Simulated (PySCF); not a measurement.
# CH₈GeSi: electronic excitations

Aim: predict the electronic excitations of CH₈GeSi (`C[SiH2][GeH3]`).

Programs: PySCF 2.14.0, with density-fitted response routines of our own. Each step states its level of theory. These are calculated values for one molecule in the gas phase, unless marked as measured. Atoms count from 0, in the outputs and in this text.

### 1 The molecule as given

11 atoms, charge 0, multiplicity 1; geometry from: GFN2-xTB.

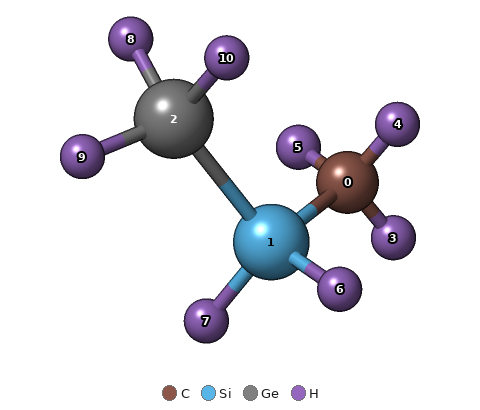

As it starts; carbon brown, silicon blue, germanium grey, hydrogen purple, atoms numbered.

### 2 TDDFT and polarisability: B3LYP/def2-SVPD

Job settings and geometry (Å):

```
{"job": {"kind": "uv", "xc": "B3LYP", "basis": "def2-SVPD", "nstates": 8, "ntriplets": 3}, "charge": 0, "multiplicity": 1}
C     -1.674669     0.458327     0.209054
Si    -0.339636    -0.690397    -0.498395
Ge     1.775909     0.068209     0.153825
H     -2.671301     0.130945    -0.071202
H     -1.547528     1.476238    -0.150666
H     -1.627424     0.486374     1.294841
H     -0.436135    -0.712444    -1.962857
H     -0.564055    -2.054940    -0.006836
H      1.863375     0.636882     1.541361
H      2.865447    -0.963253     0.150935
H      2.361441     1.166730    -0.686024
```

Method: TDDFT B3LYP/def2-SVPD, vertical, gas phase, core orbitals frozen in the response.

Command:

```bash
OMP_NUM_THREADS=1 python probes_run.py task.json out
```

The driver reads the jobs from task.json and runs them one after another.

What will the session give for the following? lowest singlet (B3LYP/def2-SVPD); brightest single state of those computed; lowest triplet. Wanted: lowest singlet; brightest single state of those computed; lowest triplet.

The runs gave:

```
                                quantity                        value
        lowest singlet (B3LYP/def2-SVPD)  7.07 eV (175 nm), f = 0.029
brightest single state of those computed  state 6, 7.98 eV, f = 0.321
                          lowest triplet                      6.44 eV
```

What this shows: The lowest singlet, at 7.07 eV, is HOMO→LUMO 0.92 and is weak; of the 8 states computed, the strongest absorption comes from state 6 at 7.98 eV. The lowest triplet lies 0.63 eV below the lowest singlet (triplets in Tamm-Dancoff, singlets in full TDDFT).
